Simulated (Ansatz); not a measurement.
Breaking the Te1–F2 bond in FHOTe (SMILES O[Te]F) (multiplicity 1 held, fragments rigid). Energies count from the point at 1.925 Å.
Geometry at that point (charge 0, multiplicity 1):
| atom | x (Å) | y (Å) | z (Å) |
|---|---|---|---|
| Te | 0.1195 | 0.0429 | 0.3093 |
| F | -1.0755 | 1.1330 | -0.7345 |
| O | 0.3087 | -1.4058 | -0.9812 |
| H | 0.9930 | -1.1827 | -1.6249 |

Restricted levels (R-, RO-) in cc, def2 and unpolarised 6-31G sets keep to the state of the molecule at rest. U- levels take the lowest unrestricted solution at each point, which mixes spins at long bonds. Curves can end on different states.

Cores are frozen in the correlated methods. Filled d and f shells under p-block atoms count as core.

Run with Ansatz (a quantum-chemistry and plane-wave program) with Gaussian orbitals.  In def2 rows elements past Kr take small-core potentials, without spin–orbit coupling.

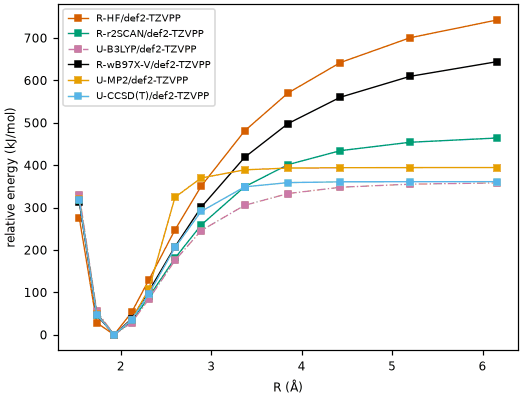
Fig. 1. Relative energy along the coordinate

**Question.** Read off the U-MP2/def2-TZVPP curve at R = 2.599.

**Answer.** about 320 kJ/mol

Doubts at one or more of the structures used: a restricted determinant that unrestricted orbitals would lower (R-HF/def2-TZVPP, R-r2SCAN/def2-TZVPP, R-wB97X-V/def2-TZVPP); a spin-contaminated determinant (U-B3LYP/def2-TZVPP, U-MP2/def2-TZVPP, U-CCSD(T)/def2-TZVPP); T1 above 0.05 (U-CCSD(T)/def2-TZVPP).
